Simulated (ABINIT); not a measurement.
# CaSnF4 (P4/mmm): G0W0 with ABINIT, start to end

Aim: the G0W0 gap of CaSnF4 (P4/mmm) on PBEsol with spin-orbit coupling, step by step.

Method: PBEsol and many-body steps on it, plane waves, in ABINIT 10.8.3.

### Step 1. The structure

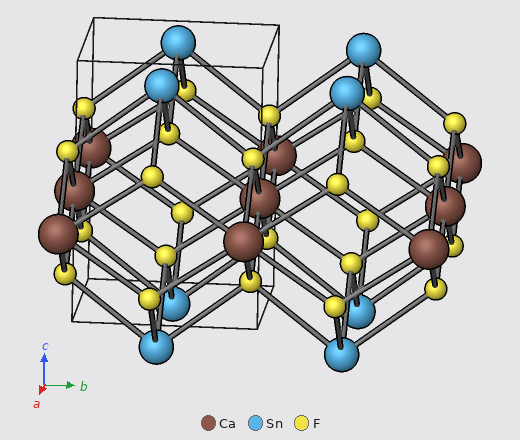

The starting structure, seen slightly off an axis (calcium brown, tin blue, fluorine yellow). 2×2×1 cells are drawn. Some periodic images of atoms are drawn too.

The cell and positions are those that the Materials Project relaxed with its own functionals (PBE, PBE+U or r2SCAN), kept fixed.

### Step 2. Ground state

This step: ABINIT 10.8.3; DFT, PBEsol with spin-orbit coupling, plane waves, norm-conserving pseudopotentials.

The ground-state density comes first.

run.abi

```
acell 3*1.0 Angstrom
rprim 
  4.004548000000 0.000000000000 0.000000000000
  0.000000000000 4.004548000000 0.000000000000
  0.000000000000 0.000000000000 5.780467000000
ntypat 3
znucl 20 50 9
natom 6
typat 1 2 3 3 3 3
xred 
  0.000000000000 0.000000000000 0.500000000000
  0.500000000000 0.500000000000 0.000000000000
  0.500000000000 0.000000000000 0.265738000000
  0.500000000000 0.000000000000 0.734262000000
  0.000000000000 0.500000000000 0.734262000000
  0.000000000000 0.500000000000 0.265738000000
pp_dirpath "pseudos"
pseudos "Ca.upf, Sn.upf, F.upf"
ecut 38
nspinor 2
ngkpt 4 4 4
nshiftk 1
shiftk 0 0 0
kptopt 1
chksymbreak 0
nband 74
occopt 1
tolvrs 1e-10
nstep 60
prtwf 0
optforces 0
optstress 0
indata_prefix "in"
outdata_prefix "out"
tmpdata_prefix "tmp"
```

Launch:

```bash
$ OMP_NUM_THREADS=1 mpirun -n 4 abinit run.abi > log
```

Numbers of over 12 decimals in the logs are rounded to 6 here.

The log of the run:

```text
.Version 10.8.3 of ABINIT. v10.8.2 released Aug 2026.

 Symmetries : space group P4/m m m (#123); Bravais tP (primitive tetrag.)
================================================================================
 Values of the parameters that define the memory need of the present run
     intxc =       0    ionmov =       0      iscf =       7    lmnmax =      17
     lnmax =      17     mgfft =      64  mpssoang =       5    mqgrid =    3032
     natom =       6  nloc_mem =       1    nspden =       1   nspinor =       2
    nsppol =       1      nsym =      16    n1xccc =    2501    ntypat =       3
    occopt =       1   xclevel =       2
-    mband =          74        mffmem =           1         mkmem =           5
       mpw =        7027          nfft =      129600          nkpt =          18
================================================================================
  Rough estimation (10% accuracy) of disk space for files :
================================================================================

--------------------------------------------------------------------------------
------------- Echo of variables that govern the present computation ------------
--------------------------------------------------------------------------------
 -outvars: echo values of preprocessed input variables --------
            acell      1.8897261259E+00  1.8897261259E+00  1.8897261259E+00 Bohr

      chksymbreak           0
             ecut      3.80000000E+01 Hartree
-          fftalg         312

              ixc     -116133
              kpt      0.00000000E+00  0.00000000E+00  0.00000000E+00
                       2.50000000E-01  0.00000000E+00  0.00000000E+00
                       5.00000000E-01  0.00000000E+00  0.00000000E+00
                       2.50000000E-01  2.50000000E-01  0.00000000E+00
                       5.00000000E-01  2.50000000E-01  0.00000000E+00
                       5.00000000E-01  5.00000000E-01  0.00000000E+00
                       0.00000000E+00  0.00000000E+00  2.50000000E-01
                       2.50000000E-01  0.00000000E+00  2.50000000E-01
                       5.00000000E-01  0.00000000E+00  2.50000000E-01
   [... 7 further rows ...]
                       5.00000000E-01  2.50000000E-01  5.00000000E-01
                       5.00000000E-01  5.00000000E-01  5.00000000E-01
         kptrlatt        4    0    0      0    4    0      0    0    4
          kptrlen      3.02699959E+01
P           mkmem           5
            natom           6
            nband          74
            ngfft          45      45      64
             nkpt          18
          nspinor           2
            nstep          60
             nsym          16
           ntypat           3
              occ      1.000000  1.000000  1.000000  1.000000  1.000000  1.000000
                       1.000000  1.000000  1.000000  1.000000  1.000000  1.000000
                       1.000000  1.000000  1.000000  1.000000  1.000000  1.000000
                       1.000000  1.000000  1.000000  1.000000  1.000000  1.000000
                       1.000000  1.000000  1.000000  1.000000  1.000000  1.000000
                       1.000000  1.000000  1.000000  1.000000  1.000000  1.000000
                       1.000000  1.000000  1.000000  1.000000  1.000000  1.000000
                       1.000000  1.000000  1.000000  1.000000  1.000000  1.000000
                       1.000000  1.000000  1.000000  1.000000  1.000000  1.000000
                       1.000000  1.000000  1.000000  1.000000  1.000000  1.000000
                       0.000000  0.000000  0.000000  0.000000  0.000000  0.000000
                       0.000000  0.000000  0.000000  0.000000  0.000000  0.000000
                       0.000000  0.000000
        optforces           0
        optstress           0
            prtwf           0
            rprim      4.0045480000E+00  0.0000000000E+00  0.0000000000E+00
[...]
spgroup         123

           tolvrs      1.00000000E-10

             xred      0.0000000000E+00  0.0000000000E+00  5.0000000000E-01
[...]
znucl       20.00000   50.00000    9.00000

================================================================================

 chkinp: Checking input parameters for consistency.

================================================================================
== DATASET  1 ==================================================================
-   mpi_nproc: 4, omp_nthreads: 1 (-1 if OMP is not activated)

--- !DatasetInfo
iteration_state: {dtset: 1, }
dimensions: {natom: 6, nkpt: 18, mband: 74, nsppol: 1, nspinor: 2, nspden: 1, mpw: 7027, }
cutoff_energies: {ecut:  38.0, pawecutdg:  -1.0, }
electrons: {nelect:   6.00000000E+01, charge:   0.00000000E+00, occopt:   1.00000000E+00, tsmear:   1.00000000E-02, }

 Real(R)+Recip(G) space primitive vectors, cartesian coordinates (Bohr,Bohr^-1):
 R(1)=  7.5674990  0.0000000  0.0000000  G(1)=  0.1321441  0.0000000  0.0000000
 R(2)=  0.0000000  7.5674990  0.0000000  G(2)=  0.0000000  0.1321441  0.0000000
 R(3)=  0.0000000  0.0000000 10.9234995  G(3)=  0.0000000  0.0000000  0.0915458
 Unit cell volume ucvol=  6.2555649E+02 bohr^3
 Angles (23,13,12)=  9.00000000E+01  9.00000000E+01  9.00000000E+01 degrees

 getcut: wavevector=  0.0000  0.0000  0.0000  ngfft=  45  45  64
[...]
nproj     2     2     2     0
     spin-orbit psp
        nprojso     3     2     0
  pspatm : epsatm=    4.90055724
         --- l  ekb(1:nproj) -->
[...]
spin-orbit 1    0.008172    0.003044   -0.000076
  spin-orbit 2   -0.008307    0.000210
 pspatm: atomic psp has been read  and splines computed

   3.56884288E+03                                ecore*ucvol(ha*bohr**3)
--------------------------------------------------------------------------------

_setup2: Arith. and geom. avg. npw (full set) are    6997.016    6996.985

================================================================================

--- !BeginCycle
iteration_state: {dtset: 1, }
solver: {iscf: 7, nstep: 60, nline: 4, wfoptalg: 0, }
tolerances: {tolvrs: 1.00E-10, }

     iter   Etot(hartree)      deltaE(h)  residm     vres2
 ETOT  1  -357.94053283269    -3.579E+02 1.817E-01 1.149E+03
 ETOT  2  -358.34247491810    -4.019E-01 2.921E-02 6.228E+02
 ETOT  3  -358.58065839726    -2.382E-01 1.103E-02 8.109E+01
 ETOT  4  -358.59058998889    -9.932E-03 4.427E-03 4.926E+00
 ETOT  5  -358.59124338443    -6.534E-04 3.230E-03 1.219E+00
 ETOT  6  -358.59131325244    -6.987E-05 1.854E-03 1.403E-01
 ETOT  7  -358.59133154895    -1.830E-05 3.096E-03 1.123E-02
 ETOT  8  -358.59133200076    -4.518E-07 1.324E-03 8.681E-04
 ETOT  9  -358.59133203049    -2.972E-08 2.107E-03 5.035E-05
 ETOT 10  -358.59133203443    -3.945E-09 1.029E-03 4.274E-06
 ETOT 11  -358.59133203453    -9.919E-11 9.591E-04 2.271E-07
 ETOT 12  -358.59133203454    -3.524E-12 5.850E-04 1.331E-08
 ETOT 13  -358.59133203457    -3.632E-11 4.929E-04 6.294E-10
 ETOT 14  -358.59133203459    -1.364E-11 3.359E-04 1.630E-11

 At SCF step   14       vres2   =  1.63E-11 < tolvrs=  1.00E-10 =>converged.

--- !ResultsGS
iteration_state: {dtset: 1, }
comment   : Summary of ground state results
lattice_vectors:
- [  7.5674990,   0.0000000,   0.0000000, ]
- [  0.0000000,   7.5674990,   0.0000000, ]
- [  0.0000000,   0.0000000,  10.9234995, ]
lattice_lengths: [   7.56750,    7.56750,   10.92350, ]
lattice_angles: [ 90.000,  90.000,  90.000, ] # degrees, (23, 13, 12)
lattice_volume:   6.2555649E+02
convergence: {deltae: -1.364E-11, res2:  1.630E-11, residm:  3.359E-04, diffor:  0.000E+00, }
etotal    :  -3.58591332E+02
entropy   :   0.00000000E+00
fermie    :   1.21762314E-01
cartesian_stress_tensor: null
pressure_GPa: null
xred      :
- [  0.0000E+00,   0.0000E+00,   5.0000E-01, Ca]
- [  5.0000E-01,   5.0000E-01,   0.0000E+00, Sn]
- [  5.0000E-01,   0.0000E+00,   2.6574E-01,  F]
- [  5.0000E-01,   0.0000E+00,   7.3426E-01,  F]
- [  0.0000E+00,   5.0000E-01,   7.3426E-01,  F]
- [  0.0000E+00,   5.0000E-01,   2.6574E-01,  F]
cartesian_forces: null
force_length_stats: {min: null, max: null, mean: null, }

 Integrated electronic density in atomic spheres:
 ------------------------------------------------
 Atom  Sphere_radius  Integrated_density
[...]
================================================================================

 ----iterations are completed or convergence reached----

 Mean square residual over all n,k,spin=   16.454E-07; max=  33.588E-05
 reduced coordinates (array xred) for    6 atoms
[...]
0.500000000000      0.500000000000      0.000000000000
       0.500000000000      0.000000000000      0.265738000000
       0.500000000000      0.000000000000      0.734262000000
       0.000000000000      0.500000000000      0.734262000000
       0.000000000000      0.500000000000      0.265738000000
 rms dE/dt=  0.0000E+00; max dE/dt=  0.0000E+00; dE/dt below (all hartree)
    1       0.000000000000      0.000000000000      0.000000000000
    2       0.000000000000      0.000000000000      0.000000000000
    3       0.000000000000      0.000000000000      0.000000000000
    4       0.000000000000      0.000000000000      0.000000000000
    5       0.000000000000      0.000000000000      0.000000000000
    6       0.000000000000      0.000000000000      0.000000000000

 cartesian coordinates (angstrom) at end:
    1      0.000000     0.000000     2.890233
    2      2.002274     2.002274     0.000000
    3      2.002274     0.000000     1.536090
    4      2.002274     0.000000     4.244377
    5      0.000000     2.002274     4.244377
    6      0.000000     2.002274     1.536090
 length scales=  1.889726125908  1.889726125908  1.889726125908 bohr
              =  1.000000000000  1.000000000000  1.000000000000 angstroms
 prteigrs : about to open file out_EIG
 Fermi (or HOMO) energy (hartree) =   0.12176   Average Vxc (hartree)=  -0.36136
 Eigenvalues (hartree) for nkpt=  18  k points:
 kpt#   1, nband= 74, wtk=  0.01563, kpt=  0.0000  0.0000  0.0000 (reduced coord)
  -4.57422   -4.57422   -3.14534   -3.14534   -2.86621   -2.86621   -2.86594   -2.86594
  -1.28666   -1.28666   -0.68430   -0.68430   -0.68381   -0.68381   -0.67032   -0.67032
  -0.65754   -0.65754   -0.63226   -0.63226   -0.62995   -0.62995   -0.59773   -0.59773
  -0.59414   -0.59414   -0.59409   -0.59409   -0.59206   -0.59206   -0.58640   -0.58640
  -0.57678   -0.57678   -0.11055   -0.11055   -0.03470   -0.03470   -0.03447   -0.03447
  -0.02465   -0.02465   -0.02331   -0.02331   -0.02212   -0.02212    0.01662    0.01662
   0.02463    0.02463    0.02610    0.02610    0.02830    0.02830    0.02987    0.02987
   0.03376    0.03376    0.05677    0.05677    0.28442    0.28442    0.33814    0.33814
   0.34155    0.34155    0.35338    0.35338    0.38008    0.38008    0.38987    0.38987
   0.40640    0.40656
 prteigrs : prtvol=0 or 1, do not print more k-points.

--- !EnergyTerms
iteration_state     : {dtset: 1, }
comment             : Components of total free energy in Hartree
kinetic             :  1.54364736756746E+02
hartree             :  1.16946493498387E+02
xc                  : -5.57685702008433E+01
Ewald energy        : -2.03354893660438E+02
psp_core            :  5.70506888878758E+00
local_psp           : -3.63130657488139E+02
non_local_psp       : -1.33535098290862E+01
total_energy        : -3.58591332034587E+02
total_energy_eV     : -9.75776724045396E+03
band_energy         : -4.45487892502407E+01

== END DATASET(S) ==============================================================
================================================================================

 -outvars: echo values of variables after computation  --------
           etotal     -3.5859133203E+02
            nband          74
             nkpt          18
          spgroup         123
 [... the other variables as echoed above ...]

 Calculation completed.
```

It took 7.1 min on 4 MPI ranks of Arm Neoverse V2, shared host; peak memory 0.69 GiB; 28 min of CPU time.

Numbers from this step:

```
total energy               : -9757.7672 eV
gap                        : 3.393 eV
k of the valence top       : 0.5, 0.5, 0.5
k of the conduction bottom : 0, 0, 0.5
least direct gap           : 3.851 eV
```

The gap is indirect, with the least direct gap 0.46 eV higher.

(Part 1 of 3 ends here.)

[Paths, hosts, dates, memory and timing lines, banners, echoed tables and standing remarks are left out of the program output.]

[Logs are printed without paths, hosts, clocks, repeated set-up lines and the standing remarks that a program may print on its own settings, such as how far it seeks lower states.]

[Runs of the session that timed out or met a known fault of the program may be left out.]

[Hosts, paths, dates, database ids (printed as entryN), source tags and the programs' standing remarks are cut or masked in the printed files.]

[G0W0 gaps are taken among the corrected bands and points alone; a level outside them can change the order at an edge.]

[Where Ansatz stands beside ABINIT at settings called matched, ABINIT's density can come from a denser mesh and the files from another edition; pairs whose starting gaps differed by over 0.03 eV were left out, so agreement reads better than it is.]
